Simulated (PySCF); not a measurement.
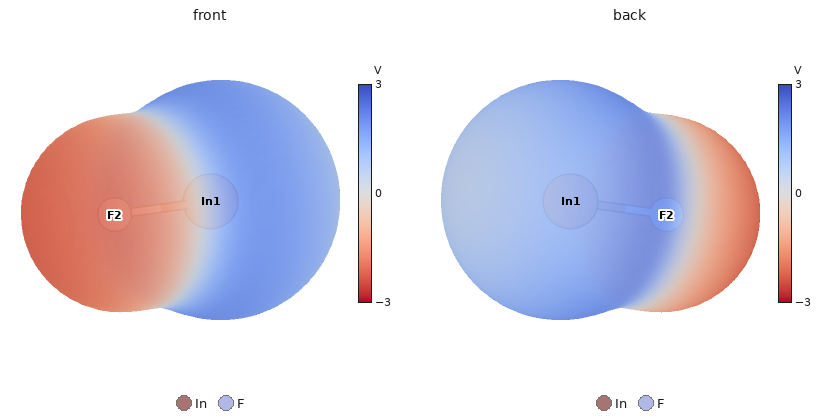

Figure 1: InF. The molecular electrostatic potential painted on the density surface at 0.002 e/bohr³, seen from the front and from behind; the colour scale runs from red (negative) to blue (positive).

Core potentials replace the inner electrons of In.

Level of theory: PBE0/def2-TZVPPD, non-relativistic Hamiltonian with scalar-relativistic core potentials where named, at a bond length of 2.007 Å (PySCF).

```yaml
atoms:
  - { symbol: In, position_ang: [0.0000, 0.0000, -0.2848] }
  - { symbol: F, position_ang: [0.0000, 0.0000, 1.7222] }
```

### Where is the surface potential most negative and most positive?

The most negative region (about −2.2 V) lies over F2, the most positive (about +1.9 V) over In1.
